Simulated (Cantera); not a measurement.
Input: 1 mol AlN, 36 mol HCl, 1.2 mol Cl2, held at 0.133 bar.

Method: chemical equilibrium by Gibbs-energy minimisation in Cantera with the NASA 1993 tables (ideal gas, pure condensed phases). Candidate condensed phases: Al, AlCl3, AlN, NH4Cl; 20 gas species. The tables' values for AlCl2 are old estimates; treat these amounts as uncertain. Equilibrium is a limit: real reactors are often held back by kinetics, nucleation or transport.

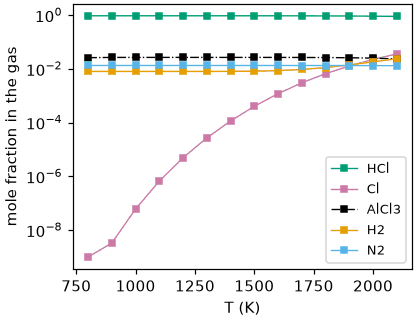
Figure: Equilibrium gas composition (values under 1e-9 drawn at 1e-9)

From 800 K to 2100 K nothing is condensed. The main Al-bearing gas is AlCl3 throughout.
